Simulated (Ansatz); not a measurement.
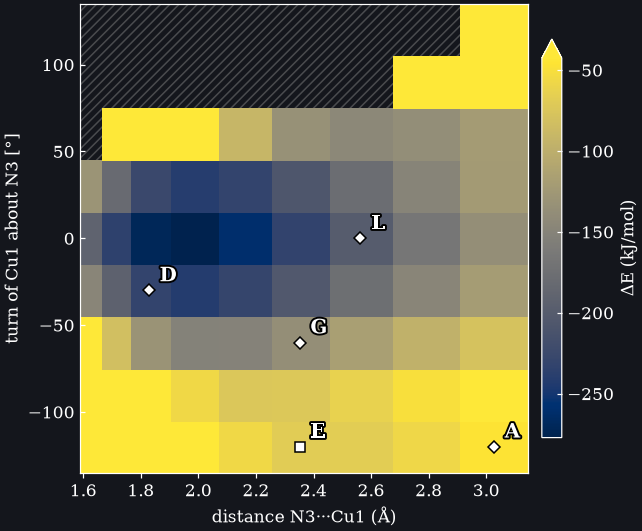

CH5CuN, charge +1. The turn is about an axis along (0.96, 0.20, 0.18) in the frame of the relaxed pair, normal to the line between the partners. Coordinates scanned: (1) distance N3···Cu1; (2) turn of Cu1 about N3. The grid has 9 × 9 points. At 16 points there is no value (left out of the scan, as a rule where atoms come close). Points are written as (first, second). Energies: kJ/mol, counted from the ion and the molecule far apart, frozen as in the relaxed pair, each in its own basis (no counterpoise correction). Energies and slopes of some neighbouring points disagree (a jump in structure or state, or too coarse a mesh). These are results of RKS PBE0-D4/def2-SVPD (Ansatz), not measurements.

In the figure: one coloured cell a grid point, one colour for all values above the top of the scale, hatched blanks where no value was computed, lettered points.

### Is E the lowest point of the computed grid?

No. E lies 208 kJ/mol above the lowest grid point, which is at (1.982 Å, 0°).

### Rank the lettered points by energy, lowest first.

D (−232 kJ/mol), L (−199 kJ/mol), G (−137 kJ/mol), E (−69 kJ/mol), A (−46 kJ/mol).
